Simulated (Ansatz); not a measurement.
# GaBr3: from a rough start to a minimum

The task is to find a stationary geometry of GaBr3, check the end point by its vibrations and derive ideal-gas thermochemistry, and look at its orbitals and charge.

Method: RKS PBE0-D4/def2-TZVP; program: Ansatz 0.2.0, Gaussian basis.

Plan: relaxation at PBE-D4/def2-SVP; relaxation at PBE0-D4/def2-TZVP; harmonic vibrations at the same level; a single point in def2-TZVPP for the fields.

## Step 1: The system as given

SMILES `[Br][Ga]([Br])[Br]`, 4 atoms, charge 0, spin multiplicity 1.

Atoms are counted from 1 here; the program's logs count them from 0.

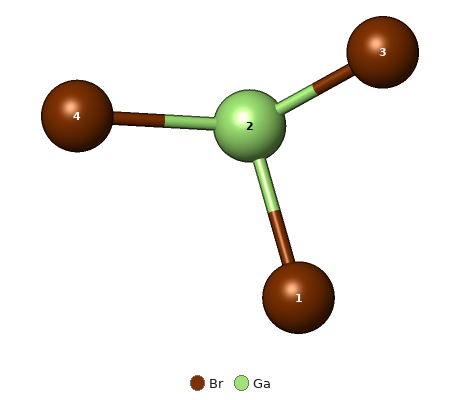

Start geometry, drawn with bromine brown, gallium green; atoms are numbered from 1 in the order of the file.

Geometry (Å):

| atom | x (Å) | y (Å) | z (Å) |
| --- | --- | --- | --- |
| Br1 | 0.14320 | 0.52390 | 2.22420 |
| Ga2 | -0.43730 | -0.31690 | -0.22350 |
| Br3 | 1.13500 | -2.10810 | -0.36690 |
| Br4 | -0.78530 | 1.84080 | -1.65410 |

The start is a force-field geometry with small random shifts, so a cheaper pass at PBE-D4/def2-SVP comes first.

## Step 2: Geometry optimisation, PBE-D4/def2-SVP (cheap first pass)

in.yaml reads:

```yaml
crystal:
  periodic: [false, false, false]
  atoms:
    - {symbol: Br, position_ang: [0.143200, 0.523900, 2.224200]}
    - {symbol: Ga, position_ang: [-0.437300, -0.316900, -0.223500]}
    - {symbol: Br, position_ang: [1.135000, -2.108100, -0.366900]}
    - {symbol: Br, position_ang: [-0.785300, 1.840800, -1.654100]}
basis:
  gaussian: {orbitals: def2-SVP}
hamiltonian: {xc: pbe, dispersion: d4}
relax: {f_tol: 0.03, max_steps: 200}
```

The run is started by

```sh
ansatz run in.yaml --threads 4 --pin off --events-out ev --progress --plain --max-ram 10444MiB
```

Output, shortened:

```text
Functional definition: PBE
  name "PBE"
  cite "Perdew, Burke & Ernzerhof, Phys. Rev. Lett. 77, 3865 (1996) doi:10.1103/PhysRevLett.77.3865"
  parent pbe
[...]
1390 factors; their error is unknown
[...]
mean field -262448.47805382 eV, -9644.8036745102 hartree, gradient 3.8e-5 eV, S^2 0.000000; 2 other end points of the search recorded, 0 dependent functions left out
[...]
reference -262448.47808857 eV, -9644.8036757870 hartree; 68, 68 occupied and 60, 60 virtual orbitals, 1390 factors
relax step   1: F+E_penalty+E_count = -262448.64331818 eV  Δ(F+E_penalty+E_count) = +0.000e0 eV  max|allowed force component| = 2.015e0 eV/Å  Δτ_max = 0.0000 Å  (63 SCF iters, accepted)
[...]
relax step   4: F+E_penalty+E_count = -262450.21127381 eV  Δ(F+E_penalty+E_count) = -1.842e-1 eV  max|allowed force component| = 2.133e-1 eV/Å  Δτ_max = 0.2000 Å  (28 SCF iters, accepted)
[...]
relax step   5: F+E_penalty+E_count = -262450.21475900 eV  Δ(F+E_penalty+E_count) = -3.485e-3 eV  max|allowed force component| = 4.682e-3 eV/Å  Δτ_max = 0.0255 Å  (24 SCF iters, accepted)
1390 factors; their error is unknown
[...]
mean field -262450.03571334 eV, -9644.8609174415 hartree, gradient 3.2e-5 eV, S^2 0.000000; 1 other end points of the search recorded, 0 dependent functions left out
[...]
reference -262450.03574707 eV, -9644.8609186811 hartree; 68, 68 occupied and 60, 60 virtual orbitals, 1390 factors
Total energy: -262450.21479273 eV, -9644.8674984880 hartree
Atom 0 at    -0.067983     0.555028     2.203940 Å, force     0.001008    -0.001043     0.002371 eV/Å
Atom 1 at     0.014471    -0.015692    -0.005923 Å, force     0.000391    -0.002631     0.001801 eV/Å
Atom 2 at     0.896522    -2.026752    -0.634121 Å, force    -0.001873     0.004682    -0.000293 eV/Å
Atom 3 at    -0.787409     1.427117    -1.584196 Å, force     0.000473    -0.001008    -0.003879 eV/Å
Dipole moment:     0.000400    -0.000546    -0.000874 e Å
```

Wall time 7 s (4 threads of Arm Neoverse V2, shared host).

The steps of the relaxation:

| step | energy from step 1 (eV) | largest force component (eV/Å) |
| --- | --- | --- |
| 1 | 0.0000 | 2.0153 |
| 2 | -0.9946 | 1.3052 |
| 3 | -1.3837 | 1.2494 |
| 4 | -1.5680 | 0.2133 |
| 5 | -1.5714 | 0.0047 |

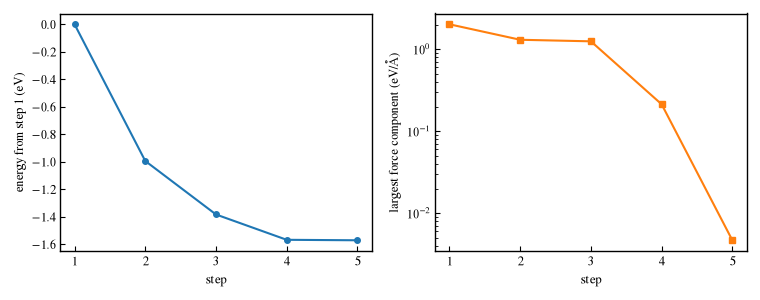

Energy and force, step by step.

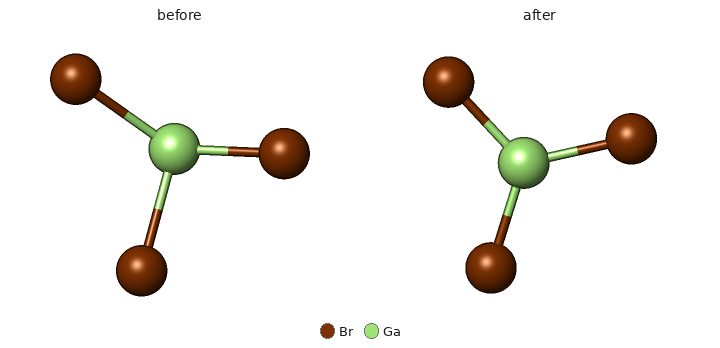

The geometry before (left) and after (right).

Close pairs (by a distance rule), those that changed most:

| bond | before (Å) | after (Å) | change (Å) |
| --- | --- | --- | --- |
| Br1–Ga2 | 2.652 | 2.284 | -0.369 |
| Ga2–Br4 | 2.612 | 2.284 | -0.328 |
| Ga2–Br3 | 2.388 | 2.284 | -0.104 |

## Step 3: Optimising with PBE0-D4/def2-TZVP

in.yaml reads:

```yaml
crystal:
  periodic: [false, false, false]
  atoms:
    - {symbol: Br, position_ang: [-0.067983, 0.555028, 2.203940]}
    - {symbol: Ga, position_ang: [0.014471, -0.015692, -0.005923]}
    - {symbol: Br, position_ang: [0.896522, -2.026752, -0.634121]}
    - {symbol: Br, position_ang: [-0.787409, 1.427117, -1.584196]}
basis:
  gaussian: {orbitals: def2-TZVP}
hamiltonian: {xc: pbe0, dispersion: d4}
relax: {f_tol: 0.005, max_steps: 150}
```

Launched as before.

Output, shortened:

```text
Functional definition: PBE0
  name "PBE0"
  cite "Adamo & Barone, J. Chem. Phys. 110, 6158 (1999) doi:10.1063/1.478522"
  cite "Perdew, Burke & Ernzerhof, Phys. Rev. Lett. 77, 3865 (1996) doi:10.1103/PhysRevLett.77.3865"
  parent pbe
[...]
1367 factors; integrals over basis functions are off by at most 2.7e-4 eV
[...]
mean field -262490.67955979 eV, -9646.3545512492 hartree, gradient 8.5e-5 eV, S^2 0.000000; 0 other end points of the search recorded, 0 dependent functions left out
[...]
reference -262490.67958681 eV, -9646.3545522424 hartree; 68, 68 occupied and 124, 124 virtual orbitals, 1367 factors
relax step   1: F+E_penalty+E_count = -262490.83680980 eV  Δ(F+E_penalty+E_count) = +0.000e0 eV  max|allowed force component| = 3.265e-1 eV/Å  Δτ_max = 0.0000 Å  (24 SCF iters, accepted)
[...]
relax step   3: F+E_penalty+E_count = -262490.84875221 eV  Δ(F+E_penalty+E_count) = -3.659e-5 eV  max|allowed force component| = 7.483e-4 eV/Å  Δτ_max = 0.0014 Å  (25 SCF iters, accepted)
1367 factors; integrals over basis functions are off by at most 2.7e-4 eV
[...]
mean field -262490.68981493 eV, -9646.3549281187 hartree, gradient 1.9e-5 eV, S^2 0.000000; 1 other end points of the search recorded, 0 dependent functions left out
[...]
reference -262490.68984185 eV, -9646.3549291079 hartree; 68, 68 occupied and 124, 124 virtual orbitals, 1367 factors
Total energy: -262490.84877913 eV, -9646.3607699453 hartree
Atom 0 at    -0.066652     0.548650     2.183026 Å, force     0.000094    -0.000201    -0.000654 eV/Å
Atom 1 at     0.013953    -0.015076    -0.005056 Å, force    -0.000309     0.000443     0.000748 eV/Å
Atom 2 at     0.887098    -2.005237    -0.628407 Å, force     0.000060    -0.000033    -0.000120 eV/Å
Atom 3 at    -0.778798     1.411364    -1.569863 Å, force     0.000154    -0.000209     0.000026 eV/Å
Dipole moment:     0.000051    -0.000034    -0.000009 e Å
```

Run time: 17 s. Hardware: 4 threads of Arm Neoverse V2, shared host; peak memory 0.66 GiB.

Relaxation path:

| step | energy from step 1 (eV) | largest force component (eV/Å) |
| --- | --- | --- |
| 1 | 0.0000 | 0.3265 |
| 2 | -0.0119 | 0.0181 |
| 3 | -0.0119 | 0.0007 |

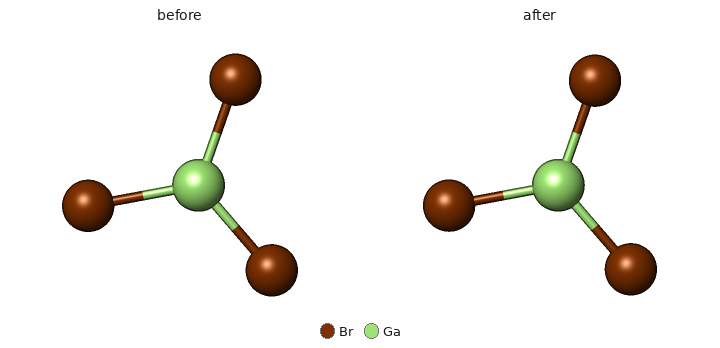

Before and after, at one scale.

Distances of close pairs at the start and the end, largest changes first:

| bond | before (Å) | after (Å) | change (Å) |
| --- | --- | --- | --- |
| Ga2–Br3 | 2.284 | 2.261 | -0.023 |
| Br1–Ga2 | 2.284 | 2.261 | -0.023 |
| Ga2–Br4 | 2.284 | 2.261 | -0.023 |

Mulliken charges of the relaxed molecule (report file):

| atom | value (e) |
| --- | --- |
| Br1 | -0.20 |
| Ga2 | 0.61 |
| Br3 | -0.20 |
| Br4 | -0.20 |

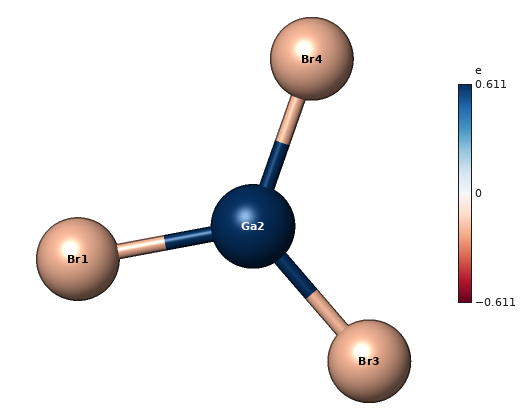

Mulliken charges of the relaxed molecule (report file), as colours on the atoms.

## Step 4: Vibrations by finite differences

in.yaml reads:

```yaml
crystal:
  periodic: [false, false, false]
  atoms:
    - {symbol: Br, position_ang: [-0.066652, 0.548650, 2.183026]}
    - {symbol: Ga, position_ang: [0.013953, -0.015076, -0.005056]}
    - {symbol: Br, position_ang: [0.887098, -2.005237, -0.628407]}
    - {symbol: Br, position_ang: [-0.778798, 1.411364, -1.569863]}
basis:
  gaussian: {orbitals: def2-TZVP}
hamiltonian: {xc: pbe0, dispersion: d4}
phonons: {temperatures: {t_min: 298.15, t_max: 900, t_step: 200}}
```

Launched as before.

Output, shortened:

```text
Functional definition: PBE0
  name "PBE0"
  cite "Adamo & Barone, J. Chem. Phys. 110, 6158 (1999) doi:10.1063/1.478522"
  cite "Perdew, Burke & Ernzerhof, Phys. Rev. Lett. 77, 3865 (1996) doi:10.1103/PhysRevLett.77.3865"
  parent pbe
[...]
1366 factors; integrals over basis functions are off by at most 2.7e-4 eV
[...]
mean field -262490.68981480 eV, -9646.3549281140 hartree, gradient 4.5e-5 eV, S^2 0.000000; 0 other end points of the search recorded, 0 dependent functions left out
[...]
reference -262490.68984172 eV, -9646.3549291032 hartree; 68, 68 occupied and 124, 124 virtual orbitals, 1366 factors
[...]
1366 factors; integrals over basis functions are off by at most 2.7e-4 eV
[...]
mean field -262490.68981170 eV, -9646.3549280001 hartree, gradient 1.5e-6 eV, S^2 0.000000; 0 other end points of the search recorded, 0 dependent functions left out
[...]
reference -262490.68977688 eV, -9646.3549267203 hartree; 68, 68 occupied and 124, 124 virtual orbitals, 1366 factors
[...]
1366 factors; integrals over basis functions are off by at most 2.7e-4 eV
mean field -262490.68983397 eV, -9646.3549288184 hartree, gradient 1.6e-6 eV, S^2 0.000000; 0 other end points of the search recorded, 0 dependent functions left out
[...]
reference -262490.68986089 eV, -9646.3549298077 hartree; 68, 68 occupied and 124, 124 virtual orbitals, 1366 factors
Total energy: -262490.84877902 eV, -9646.3607699412 hartree
Atom 0 at    -0.066652     0.548650     2.183026 Å, force     0.000095    -0.000200    -0.000643 eV/Å
Atom 1 at     0.013953    -0.015076    -0.005056 Å, force    -0.000309     0.000442     0.000739 eV/Å
Atom 2 at     0.887098    -2.005237    -0.628407 Å, force     0.000061    -0.000034    -0.000119 eV/Å
Atom 3 at    -0.778798     1.411364    -1.569863 Å, force     0.000154    -0.000208     0.000023 eV/Å
Dipole moment:     0.000051    -0.000033    -0.000009 e Å
Vibrations: 80.84 80.90 110.97 230.18 353.02 353.17 cm⁻¹, zero-point energy 0.074954 eV
```

Wall time 71 s (4 threads of Arm Neoverse V2, shared host); peak memory 0.67 GiB.

Motions are named by where the mode's potential energy lies. The modes, unscaled (a negative number is an imaginary wavenumber):

| mode | cm⁻¹ | motion |
| --- | --- | --- |
| 1 | 81 | bend |
| 2 | 81 | bend |
| 3 | 111 | out-of-plane bend |
| 4 | 230 | Ga–Br stretch |
| 5 | 353 | Ga–Br stretch |
| 6 | 353 | Ga–Br stretch |

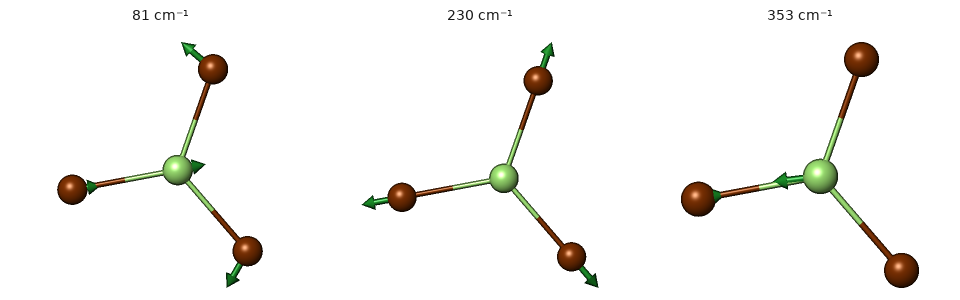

Displacements of 3 modes, as arrows.

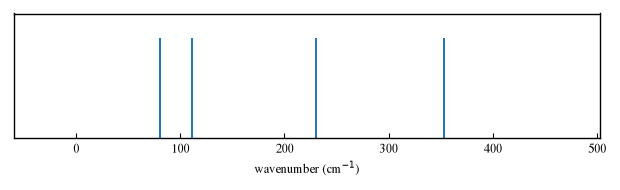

The harmonic wavenumbers as sticks (no intensities were computed).

From these modes and the moments of inertia (298.15 K, 1 bar, symmetry number 6):

| term | value |
| --- | --- |
| zero-point energy | 7.2 kJ/mol |
| H(298) − E | 26.3 kJ/mol |
| entropy, translation | 180.4 J/(mol K) |
| entropy, rotation | 116.5 J/(mol K) |
| entropy, vibration | 63.5 J/(mol K) |
| entropy, total | 360.4 J/(mol K) |

## Step 5: Orbitals, density and potential

in.yaml, as its differences from that of step 4:

```diff
@@ -8,4 +8,4 @@
 basis:
-  gaussian: {orbitals: def2-TZVP}
+  gaussian: {orbitals: def2-TZVPP}
 hamiltonian: {xc: pbe0, dispersion: d4}
-phonons: {temperatures: {t_min: 298.15, t_max: 900, t_step: 200}}
+output: {orbitals: {seedname: orbitals}}
```

The command is unchanged.

Output:

```text
Functional definition: PBE0
  name "PBE0"
  cite "Adamo & Barone, J. Chem. Phys. 110, 6158 (1999) doi:10.1063/1.478522"
  cite "Perdew, Burke & Ernzerhof, Phys. Rev. Lett. 77, 3865 (1996) doi:10.1103/PhysRevLett.77.3865"
  parent pbe
  parameter a = 0.25
  parameter kappa = 0.804
  parameter beta = 0.06672455060314922
  exchange = (1 - a)*pbe_x(kappa = kappa, mu = beta*pi^2/3) + a*exact_x
  correlation = pbe_c(beta = beta)
1306 factors; integrals over basis functions are off by at most 7.7e-4 eV
mean field evaluation 1: about -262489.6254 eV, gradient 2.6e1 eV
mean field evaluation 2: about -262488.7403 eV, gradient 3.9e1 eV
mean field evaluation 4: about -262490.6429 eV, gradient 7.6e-1 eV
mean field evaluation 8: about -262490.6898 eV, gradient 1.0e-2 eV
mean field -262490.68980481 eV, -9646.3549277469 hartree, gradient 7.7e-5 eV, S^2 0.000000; 0 other end points of the search recorded, 0 dependent functions left out
reference -262490.68983173 eV, -9646.3549287361 hartree; 68, 68 occupied and 124, 124 virtual orbitals, 1306 factors
Total energy: -262490.84876903 eV, -9646.3607695741 hartree
```

It took 3.2 s on 4 threads of Arm Neoverse V2, shared host; peak memory 0.6 GiB.

Orbitals, density, ELF and potential are computed afterwards from the orbital file.

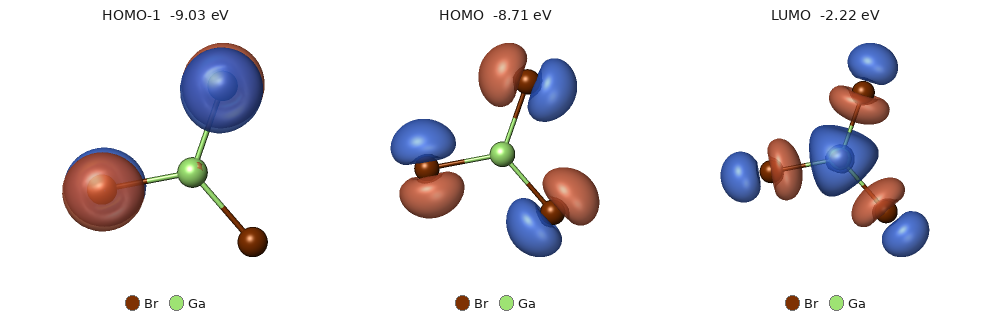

Frontier orbitals at PBE0-D4/def2-TZVPP; each surface holds 70 % of the orbital's density, blue and red mark the sign.

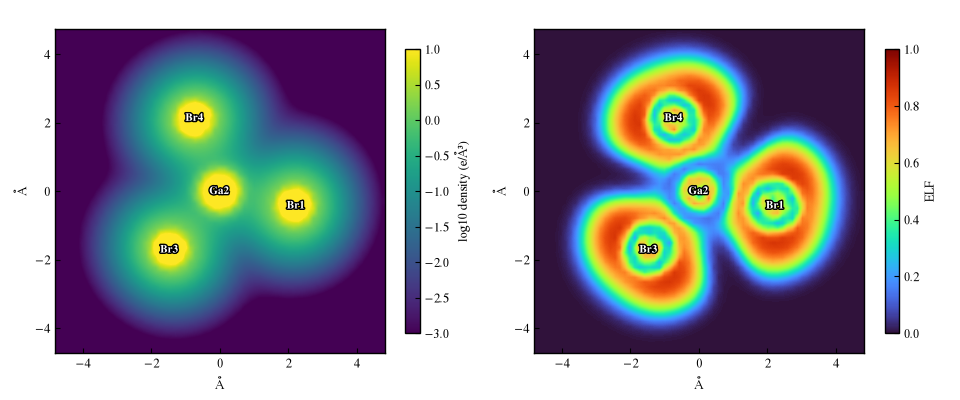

Density (left) and ELF (right) in a plane through or near 4 of the atoms.

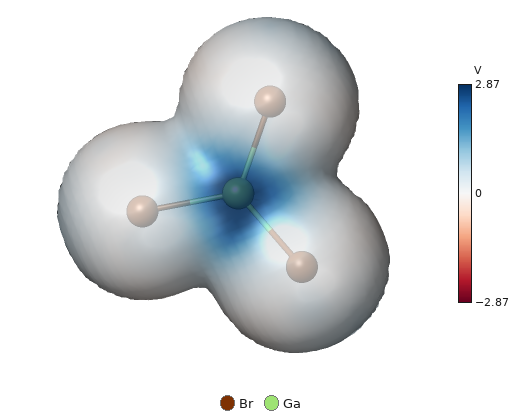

Electrostatic potential on the surface of density 0.002 e/bohr³; red is low, blue high. It runs from -0.17 V near Br4 to 2.87 V near Ga2.

## Step 6: Results

| quantity | value |
| --- | --- |
| point group | D3h |
| steps | 5 + 3 |
| shift from the start (rms) | 0.424 Å |
| total energy | -262490.8488 eV |
| dispersion term | -159 meV |
| dipole moment | 0.00 D |
| lowest, highest wavenumber | 81, 353 cm⁻¹ |
| zero-point energy | 7.2 kJ/mol |
| entropy at 298.15 K | 360.4 J/(mol K) |
| HOMO, LUMO | -8.71, -2.22 eV |

In words: The atoms moved 0.42 Å (rms) from the start; the bond that changed most is Br1–Ga2, from 2.652 to 2.261 Å. All wavenumbers are real, so the end point is a minimum. The stiffest mode, 353 cm⁻¹, is a Ga–Br stretch, and 3 modes under 200 cm⁻¹ make the vibrational entropy uncertain. The largest Mulliken charge, +0.61 e, sits on Ga2. The HOMO lies mostly on Br1, Br3, Br4 about 33 % each and the LUMO on Ga2 41 %; Br1, Br3, Br4 about 20 % each.
